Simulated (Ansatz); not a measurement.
Take SrCl₂ in the fluorite structure (space group Fm-3m, No. 225; a = 6.908 Å) as the base. Axes: x, y, z lie along the cube axes.

One thing is altered: tensor shear ε_xy = +0.29 % (engineering shear γ = 0.0058), atoms relaxed at fixed cell.

The values are results of PBEsol/PAW in Ansatz (a program for electronic structure), no SOC, not measurements.

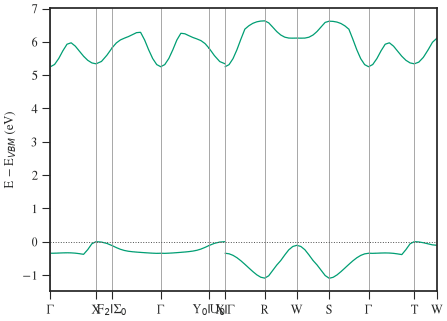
Figure: Highest valence and lowest conduction band along the path of the changed cell's own zone

### Question
From the figure, how large is the changed gap, and is it direct?

### Answer
About 5.3 eV, indirect, X → Γ.

The cells carry an imposed strain or load. Stability against distortions was not tested. Labels are those of the standard path for the cell's own space group.
